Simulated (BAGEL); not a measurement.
# A workflow on SiH4O (silanol)

We compute a single-point energy (HF/def2-SVP), then the energy (NEVPT2(2,2)/def2-SVP), then the energy (CASPT2(2,2)/def2-SVP) of SiH4O (silanol). 

The results are computed with BAGEL 1.2.2.

2 further runs of the same task are left out: 2 set aside as unsound or not needed.

### 1 Starting point

SiH4O has 6 atoms, charge 0, and is taken as a singlet. As SMILES, `O[SiH3]`. Geometry: relaxed at PBE0-D4/def2-TZVP.

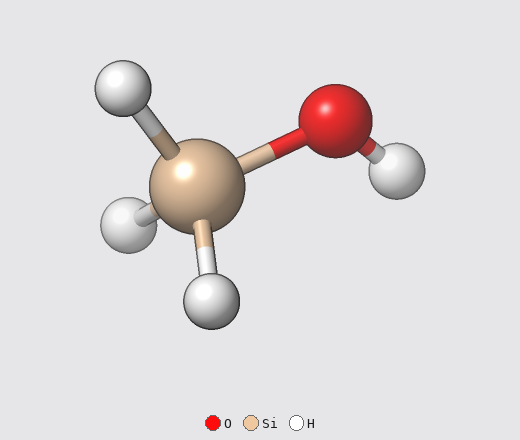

Viewed from a chosen angle; oxygen red, silicon light orange, hydrogen white.

### 2 The energy at HF/def2-SVP (density fitting with svp-jkfit) (run 1)

input.json

```json
{ "bagel": [

{
  "title": "molecule",
  "basis": "svp",
  "df_basis": "svp-jkfit",
  "angstrom": "true",
  "geometry": [
    { "atom": "O", "xyz": [    0.636691,   -1.030286,    0.419018 ] },
    { "atom": "Si", "xyz": [   -0.035709,    0.346514,   -0.186982 ] },
    { "atom": "H", "xyz": [    0.069091,   -1.629186,    0.904718 ] },
    { "atom": "H", "xyz": [   -1.128309,    0.045714,   -1.152782 ] },
    { "atom": "H", "xyz": [    1.060491,    1.064914,   -0.875582 ] },
    { "atom": "H", "xyz": [   -0.602300,    1.202400,    0.891700 ] }
  ]
},
{
  "title": "hf"
},
{
  "title": "print",
  "file": "orbitals.molden",
  "orbitals": "true"
}

]}
```

Started as:

```
BAGEL_NUM_THREADS=1 BAGEL input.json > input.out
```

The log of the run:

```text
* using 1 threads per process

  ===============================================================
  ===============================================================

  *** Geometry ***

  { "atom" : "O", "xyz" : [      1.203172,     -1.946958,      0.791829 ] },
  { "atom" : "Si", "xyz" : [     -0.067480,      0.654817,     -0.353345 ] },
  { "atom" : "H", "xyz" : [      0.130563,     -3.078715,      1.709669 ] },
  { "atom" : "H", "xyz" : [     -2.132195,      0.086387,     -2.178442 ] },
  { "atom" : "H", "xyz" : [      2.004038,      2.012396,     -1.654610 ] },
  { "atom" : "H", "xyz" : [     -1.138182,      2.272207,      1.685069 ] },

  Number of auxiliary basis functions:      277

  Since a DF basis is specified, we compute 2- and 3-index integrals:
    o Being stored without compression. Storage requirement is 0.006 GB

  Number of basis functions:       52
  Number of electrons      :       26

    * METHOD: MOLECULE                             0.13

  *** RHF ***

  === Nuclear Repulsion ===
    64.7549905929

      * DIIS with orbital gradients will be used.

  === RHF iteration (svp) ===
      0       -365.86294624          0.02634072           0.02
      1       -365.94946838          0.01727041           0.02
      2       -366.00136531          0.00159889           0.02
      3       -366.00211490          0.00019238           0.02
      4       -366.00212642          0.00004254           0.02
      5       -366.00212713          0.00000852           0.02
      6       -366.00212717          0.00000231           0.02
      7       -366.00212717          0.00000042           0.02
      8       -366.00212717          0.00000011           0.02
      9       -366.00212717          0.00000004           0.02
     10       -366.00212717          0.00000001           0.02
     11       -366.00212717          0.00000000           0.02
    * SCF iteration converged.

    * Permanent dipole moment:
           (    0.534191,     0.145495,    -0.220356) a.u.

    * METHOD: HF                                   0.35

    * METHOD: PRINT                                0.01

  ===============================================================
```

Run time: 0.71 s. Hardware: 1 thread of Intel Xeon Platinum 8259CL at 2.50GHz (Skylake/Cascade Lake), shared host; peak memory 0.15 GiB.

### 3 The energy at NEVPT2(2,2)/def2-SVP (density fitting with svp-jkfit) (run 2)

job.json

```json
{ "bagel" : [

{
  "title" : "molecule",
  "basis" : "svp",
  "df_basis" : "svp-jkfit",
  "angstrom" : true,
  "geometry" : [
    { "atom" : "O", "xyz" : [    0.636691,   -1.030286,    0.419018 ] },
    { "atom" : "Si", "xyz" : [   -0.035709,    0.346514,   -0.186982 ] },
    { "atom" : "H", "xyz" : [    0.069091,   -1.629186,    0.904718 ] },
    { "atom" : "H", "xyz" : [   -1.128309,    0.045714,   -1.152782 ] },
    { "atom" : "H", "xyz" : [    1.060491,    1.064914,   -0.875582 ] },
    { "atom" : "H", "xyz" : [   -0.602300,    1.202400,    0.891700 ] }
  ]
},
{ "title" : "hf" },
{ "title" : "casscf", "nstate" : 1, "nact" : 2, "nclosed" : 12, "active" : [13, 17], "maxiter" : 200, "natocc" : true },
{ "title" : "nevpt2", "nstate" : 1, "nact" : 2, "nclosed" : 12, "active" : [13, 17], "maxiter" : 200, "natocc" : true, "ncore" : 6 },
{ "title" : "print", "file" : "orbitals.molden", "orbitals" : true }

]}
```

Started as:

```
BAGEL_NUM_THREADS=1 BAGEL job.json > job.out
```

The log of the run:

```text
* using 1 threads per process

  ===============================================================
  ===============================================================

  *** Geometry ***

  { "atom" : "O", "xyz" : [      1.203172,     -1.946958,      0.791829 ] },
  { "atom" : "Si", "xyz" : [     -0.067480,      0.654817,     -0.353345 ] },
  { "atom" : "H", "xyz" : [      0.130563,     -3.078715,      1.709669 ] },
  { "atom" : "H", "xyz" : [     -2.132195,      0.086387,     -2.178442 ] },
  { "atom" : "H", "xyz" : [      2.004038,      2.012396,     -1.654610 ] },
  { "atom" : "H", "xyz" : [     -1.138182,      2.272207,      1.685069 ] },

  Number of auxiliary basis functions:      277

[... 21 lines left out ...]
    * SCF iteration converged.
[... 1 line left out ...]
    * Permanent dipole moment:
[... 27 lines left out ...]
    * Second-order optimization converged. *
[... 1 line left out ...]
     guess   0:   closed 1.                   open ..

  === FCI iteration ===

      0  0      -366.00210458     3.79e-02      0.00
      1  0      -366.00586292     7.80e-04      0.00
      2  0 *    -366.00586588     7.80e-16      0.00

     * ci vector, state   0, <S^2> = 0.0000
       2.     0.9987700830

    * METHOD: CASSCF                               1.55

    * freezing 6 orbitals

  === DF-NEVPT2 calculation ===

    * 3-index integral transformation done
    * assembly done

      NEVPT2 correlation energy:   -0.2897585035      0.06

          (+0)     -0.2386386867
          (+0)'    -0.0131713637
          (+1)     -0.0064918750
          (+1)'    -0.0000000000
          (+2)     -0.0008000561
          (-1)     -0.0216283162
          (-1)'     0.0000000000
          (-2)     -0.0090282057

      NEVPT2 total energy:       -366.2956243884

    * METHOD: NEVPT2                               0.11

    * METHOD: PRINT                                0.01

  ===============================================================
```

Run time: 2.4 s. Hardware: 1 thread of Intel Xeon Platinum 8259CL at 2.50GHz (Skylake/Cascade Lake), shared host; peak memory 0.15 GiB.

### 4 The energy at CASPT2(2,2)/def2-SVP (density fitting with svp-jkfit) (run 3)

caspt2.json

```json
{ "bagel": [

{
  "title": "molecule",
  "basis": "svp",
  "df_basis": "svp-jkfit",
  "angstrom": true,
  "geometry": [
    { "atom": "O", "xyz": [    0.636691,   -1.030286,    0.419018 ] },
    { "atom": "Si", "xyz": [   -0.035709,    0.346514,   -0.186982 ] },
    { "atom": "H", "xyz": [    0.069091,   -1.629186,    0.904718 ] },
    { "atom": "H", "xyz": [   -1.128309,    0.045714,   -1.152782 ] },
    { "atom": "H", "xyz": [    1.060491,    1.064914,   -0.875582 ] },
    { "atom": "H", "xyz": [   -0.602300,    1.202400,    0.891700 ] }
  ]
},
{ "title": "hf" },
{ "title": "casscf", "nstate": 1, "nact": 2, "nclosed": 12, "active": [13, 17], "maxiter": 200, "natocc": true },
{ "title": "print", "file": "orbitals.molden", "orbitals": true },
{ "title": "smith", "method": "caspt2", "ms": true, "xms": true, "sssr": true, "shift": 0.2, "shift_imag": true, "ncore": 6 }

]}
```

Started as:

```
BAGEL_NUM_THREADS=1 BAGEL caspt2.json > caspt2.out
```

The log of the run:

```text
* using 1 threads per process

  ===============================================================
  ===============================================================

  *** Geometry ***

  { "atom" : "O", "xyz" : [      1.203172,     -1.946958,      0.791829 ] },
  { "atom" : "Si", "xyz" : [     -0.067480,      0.654817,     -0.353345 ] },
  { "atom" : "H", "xyz" : [      0.130563,     -3.078715,      1.709669 ] },
  { "atom" : "H", "xyz" : [     -2.132195,      0.086387,     -2.178442 ] },
  { "atom" : "H", "xyz" : [      2.004038,      2.012396,     -1.654610 ] },
  { "atom" : "H", "xyz" : [     -1.138182,      2.272207,      1.685069 ] },

  Number of auxiliary basis functions:      277

[... 21 lines left out ...]
    * SCF iteration converged.
[... 1 line left out ...]
    * Permanent dipole moment:
[... 27 lines left out ...]
    * Second-order optimization converged. *
[... 9 lines left out ...]
     * ci vector, state   0, <S^2> = 0.0000
[... 15 lines left out ...]
    * Zeroth order energy : state  0       -0.9527282477
[... 4 lines left out ...]
       #      aibj      arbs      arbi      airj      risj      airs      arst      rist         Etot      error   time
[... 2 lines left out ...]
       0  -0.23861  -0.01050  -0.02129  -0.00721  -0.00091  -0.01080  -0.00000   0.00000   -0.2893174  0.0024298   0.04
       1  -0.23881  -0.01051  -0.02136  -0.00744  -0.00098  -0.01114  -0.00000   0.00000   -0.2902305  0.0004857   0.04
       2  -0.23882  -0.01051  -0.02134  -0.00745  -0.00099  -0.01116  -0.00000   0.00000   -0.2902775  0.0000941   0.04
       3  -0.23882  -0.01051  -0.02134  -0.00745  -0.00099  -0.01116  -0.00000  -0.00000   -0.2902789  0.0000227   0.04
       4  -0.23882  -0.01051  -0.02134  -0.00745  -0.00099  -0.01116   0.00000  -0.00000   -0.2902790  0.0000036   0.04
       5  -0.23882  -0.01051  -0.02134  -0.00745  -0.00099  -0.01116  -0.00000  -0.00000   -0.2902790  0.0000007   0.04

      ------------------------------------------------------------------------------------------------------------------

    * CASPT2 energy : state  0     -366.2973822937
        w/o shift correction       -366.2961448795
        reference weight              0.9194911064

    * METHOD: SMITH                                0.34

  ===============================================================
```

Run time: 3 s. Hardware: 1 thread of Intel Xeon Platinum 8259CL at 2.50GHz (Skylake/Cascade Lake), shared host; peak memory 0.15 GiB.

### 5 Results

| quantity | value |
| --- | --- |
| run 1, HF/def2-SVP: total energy | -366.00213 Eh |
| run 1, HF/def2-SVP: dipole moment | 1.51 D |
| run 1, HF/def2-SVP: HOMO energy | -12.39 eV |
| run 1, HF/def2-SVP: LUMO energy | 4.01 eV |
| run 1, HF/def2-SVP: HOMO–LUMO gap | 16.40 eV |
| run 2, NEVPT2(2,2)/def2-SVP: total energy | -366.29562 Eh |
| run 3, CASPT2(2,2)/def2-SVP: total energy | -366.29738 Eh |
